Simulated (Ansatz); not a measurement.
# Mg: how the settings move a relaxation

Aim: see which settings change the result for Mg, by how much, and at what cost.

Program: Ansatz 0.2.0. Level of theory: reference: DFT, r2SCAN, PAW with Ansatz's default frozen-core files, scalar-relativistic; relaxation of cell and atoms. These are calculated values, not measurements.

1 further run of the same task is left out (it didn't finish).

## (1) Starting point

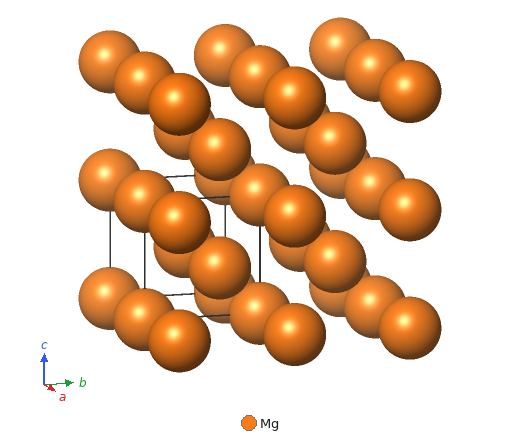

The starting structure, seen slightly off an axis (magnesium orange). 2×2×2 cells are drawn. Atoms on the faces are drawn again on the opposite ones. The cell drawn here is the conventional one.

As a file:

```xyz
1
Lattice="-1.4765 1.4765 1.4765 1.4765 -1.4765 1.4765 1.4765 1.4765 -1.4765" Properties=species:S:1:pos:R:3 pbc="T T T"
Mg    0.0000    0.0000    0.0000
```

## (2) Reference

The input, input.yaml:

```yaml
crystal:
  lattice:
    - [-1.4765, 1.4765, 1.4765]
    - [1.4765, -1.4765, 1.4765]
    - [1.4765, 1.4765, -1.4765]
  atoms:
    - { symbol: Mg, position: [0.0, 0.0, 0.0] }
kpoints:
  mp_grid: { grid: [18, 18, 18] }
scf:
  occupations: { method: fermi_dirac, width: 0.08 }
hamiltonian:
  xc: r2scan
  pseudopotentials: { kind: paw }
relax:
  f_tol: 0.002
  max_steps: 80
  cell: {}
output:
  forces: true
  stress: true
```

Started as:

```
$ ansatz run input.yaml --threads 1 --pin off --max-ram 3072MiB --backend cpu --events-out ev --progress --plain --runs-dir out
```

Excerpt of the output:

```text
[...]
Basis set: ecut = 500 eV, 321 PW (Γ), exchange–correlation on 80×80×80 points (64 copies of the dense FFT grid, shifted against one another)
[...]
k-points: 195 of 5832
[...]
SCF iter   1: F=—  HF=-1925.169886 eV  |F-HF|=—  |Δ(HF+E_count)|=         —  Δρ=9.54e-3  dr2=3.92e-3  dr2_τ=3.34e-3  ethr=1.77e-3  ⟨swp⟩=5.3  Hψ=12374  notcnv=0
preconditioner: auto → none  [metal: Δε(μ)=0.008 eV  Ē_g=15.092 eV  σ=0.080 eV  W_gap=0.03  n_scr=0 (ndim 8)  ℏωp=14.6 eV  f_vac=0.000  D(μ)=0.32/eV (n_scr^D=0)]
SCF iter   2: F=—  HF=-1925.175936 eV  |F-HF|=—  |Δ(HF+E_count)|=   6.05e-3  Δρ=2.87e-3  dr2=3.27e-4  dr2_τ=2.72e-5  ethr=3.92e-5  ⟨swp⟩=2.0  Hψ=5067  notcnv=0  defer=3
[...]
relax step   1: F+E_penalty+E_count = -1925.17610046 eV  Δ(F+E_penalty+E_count) = +0.000e0 eV  max|allowed force component| = 0.000e0 eV/Å  Δτ_max = 0.0000 Å  P = +62.978 GPa  Ω = 12.875 Å³  (6 SCF iters, dr2 threshold 1.00e-7 eV, accepted)
[...]
Basis set: ecut = 500 eV, 369 PW (Γ), exchange–correlation on 80×80×80 points (64 copies of the dense FFT grid, shifted against one another)
[...]
relax step   2: F+E_penalty+E_count = -1925.76943559 eV  Δ(F+E_penalty+E_count) = -5.933e-1 eV  max|allowed force component| = 0.000e0 eV/Å  Δτ_max = 0.0000 Å  P = +35.830 GPa  Ω = 14.852 Å³  energy of the carried Pulay correction = -7.136e-4 eV  (6 SCF iters,
[...]
Basis set: ecut = 500 eV, 429 PW (Γ), exchange–correlation on 80×80×80 points (64 copies of the dense FFT grid, shifted against one another)
[...]
relax step   3: F+E_penalty+E_count = -1926.12685974 eV  Δ(F+E_penalty+E_count) = -3.574e-1 eV  max|allowed force component| = 0.000e0 eV/Å  Δτ_max = 0.0000 Å  P = +18.631 GPa  Ω = 17.021 Å³  energy of the carried Pulay correction = -1.334e-3 eV  (6 SCF iters,
[...]
Basis set: ecut = 500 eV, 531 PW (Γ), exchange–correlation on 80×80×80 points (64 copies of the dense FFT grid, shifted against one another)
[...]
relax step   4: F+E_penalty+E_count = -1926.31710257 eV  Δ(F+E_penalty+E_count) = -1.902e-1 eV  max|allowed force component| = 0.000e0 eV/Å  Δτ_max = 0.0000 Å  P = +7.520 GPa  Ω = 19.454 Å³  energy of the carried Pulay correction = -1.890e-3 eV  (6 SCF iters, 
[...]
Basis set: ecut = 500 eV, 555 PW (Γ), exchange–correlation on 80×80×80 points (64 copies of the dense FFT grid, shifted against one another)
[...]
relax step   5: F+E_penalty+E_count = -1926.37836840 eV  Δ(F+E_penalty+E_count) = -6.127e-2 eV  max|allowed force component| = 0.000e0 eV/Å  Δτ_max = 0.0000 Å  P = +0.567 GPa  Ω = 22.110 Å³  energy of the carried Pulay correction = -2.378e-3 eV  (6 SCF iters, 
[...]
SCF iter   4: F=-1926.382949 eV  HF=-1926.382949 eV  |F-HF|=9.09e-13  |Δ(HF+E_count)|=  4.55e-12  Δρ=6.89e-8  dr2=2.81e-13  dr2_τ=8.23e-14  ethr=1.00e-12  ⟨swp⟩=4.9  Hψ=5694  notcnv=0
[...]
relax step   9: F+E_penalty+E_count = -1926.38294912 eV  Δ(F+E_penalty+E_count) = -2.129e-5 eV  max|allowed force component| = 0.000e0 eV/Å  Δτ_max = 0.0000 Å  P = +0.017 GPa  Ω = 22.519 Å³  stress off target by 1.71e-2 GPa  SCF on the basis re-selected at thi
[...]
SCF converged after 4 iterations
Free energy (F): -1926.382949 eV
[...]
E sigma→0 (E₀):  -1926.378882 eV
[...]
Fermi energy:    5.868088 eV
[...]
  P = ⅓ Tr σ = 0.0171 GPa (0.171 kbar)
--- Relaxed structure (7 steps of the walk, 7 accepted, 2 SCFs on fresh bases) ---
[...]
```

Run time: 29 s. Hardware: 1 thread of Arm Neoverse V1, shared host; peak memory 0.37 GiB.

## (3) Changed: mp_grid.shift [0.5, 0.5, 0.5]

Edit input.yaml of step 2 so:

```diff
@@ -8,3 +8,3 @@
 kpoints:
-  mp_grid: { grid: [18, 18, 18] }
+  mp_grid: { grid: [18, 18, 18], shift: [0.5, 0.5, 0.5] }
 scf:
```

Started as:

```
$ ansatz run input.yaml --threads 1 --pin off --max-ram 3072MiB --backend cpu --events-out ev --progress --plain --runs-dir out
```

Standard output, shortened:

```text
[...]
Pseudopotentials: kind: paw
Pseudopotential: Mg, paw, valence charge 10, recommended cutoff 500 eV (meta_gga), Mg.paw.azcp
Functional definition: r2SCAN
[...]
Crystal: 1 atoms, lattice volume = 12.875 Å³
Basis set: ecut = 500 eV, 321 PW (Γ), exchange–correlation on 80×80×80 points (64 copies of the dense FFT grid, shifted against one another)
Bands: 9, of which v1, the nominal top of the filled ones, is band 5 counted from 1 (4 counted from 0)
Symmetry: 48 space group operations
Space group: Im-3m (ITA 229), of the structure as read, at distance tolerance 2.3e-5 Å
k-points: 190 of 5832
[...]
SCF iter   1: F=—  HF=-1925.168672 eV  |F-HF|=—  |Δ(HF+E_count)|=         —  Δρ=9.53e-3  dr2=3.91e-3  dr2_τ=3.34e-3  ethr=1.77e-3  ⟨swp⟩=5.4  Hψ=12064  notcnv=0
[...]
relax step   1: F+E_penalty+E_count = -1925.17484800 eV  Δ(F+E_penalty+E_count) = +0.000e0 eV  max|allowed force component| = 0.000e0 eV/Å  Δτ_max = 0.0000 Å  P = +62.992 GPa  Ω = 12.875 Å³  (6 SCF iters, dr2 threshold 1.00e-7 eV, accepted)
[...]
relax step   3: F+E_penalty+E_count = -1926.12590121 eV  Δ(F+E_penalty+E_count) = -3.576e-1 eV  max|allowed force component| = 0.000e0 eV/Å  Δτ_max = 0.0000 Å  P = +18.642 GPa  Ω = 17.021 Å³  energy of the carried Pulay correction = -1.338e-3 eV  (6 SCF iters, dr2 threshold 1.00e-7 eV, accepted)
[...]
relax step   8: F+E_penalty+E_count = -1926.38253189 eV  Δ(F+E_penalty+E_count) = -6.882e-5 eV  max|allowed force component| = 0.000e0 eV/Å  Δτ_max = 0.0000 Å  P = +0.018 GPa  Ω = 22.532 Å³  energy of the carried Pulay correction = -2.256e-5 eV  (3 SCF iters, dr2 threshold 1.00e-7 eV, accepted)
[...]
relax step   9: F+E_penalty+E_count = -1926.38255249 eV  Δ(F+E_penalty+E_count) = -2.060e-5 eV  max|allowed force component| = 0.000e0 eV/Å  Δτ_max = 0.0000 Å  P = +0.017 GPa  Ω = 22.532 Å³  stress off target by 1.75e-2 GPa  SCF on the basis re-selected at this cell (its energy is not [...]
SCF converged after 4 iterations
Free energy (F): -1926.382552 eV
[...]
E sigma→0 (E₀):  -1926.378006 eV
Entropy (-TS):   -0.009094 eV (-9.094 meV/atom)
Fermi energy:    5.899135 eV
[...]
--- Forces (eV/Å), atoms counted from 1 ---
  atom   1  Mg     0.00000000    -0.00000000     0.00000000
[...]
--- Stress (GPa, compression-positive) ---
        0.017478      -0.000000       0.000000
       -0.000000       0.017478       0.000000
       -0.000000       0.000000       0.017478
  P = ⅓ Tr σ = 0.0175 GPa (0.175 kbar)
--- Relaxed structure (7 steps of the walk, 7 accepted, 2 SCFs on fresh bases) ---
  F+E_penalty+E_count = -1926.38255249 eV   max|allowed force component| = 0.000e0 eV/Å   (the final SCF, on the basis selected at the relaxed cell)
  cell:  # Å, volume = 22.5316 Å³
    - [-1.7792793639467748, 1.7792793639467748, 1.7792793639467748]
    - [1.7792793639467748, -1.7792793639467748, 1.7792793639467748]
    - [1.7792793639467748, 1.7792793639467748, -1.7792793639467748]
  atoms:
    - { symbol: Mg, position: [0.0, 0.0, 0.0] }
```

It took 28 s on 1 thread of Arm Neoverse V1, shared host; peak memory 0.37 GiB.

Changing the k-point mesh leaves the energy as it was (+0.4 meV/atom).

## (4) Comparison

```tsv
run	ending	energy change	pressure (GPa)	gap (eV)	force (eV/Å)	cycles	time
reference	converged	0	0.0	0.00	0.00	45	29 s
1: mp_grid.shift [0.5, 0.5, 0.5]	converged	+0.4 meV/atom	0.0	0.00	0.00	45	28 s
```

Changing the k-point mesh leaves the energy as it was (+0.4 meV/atom).
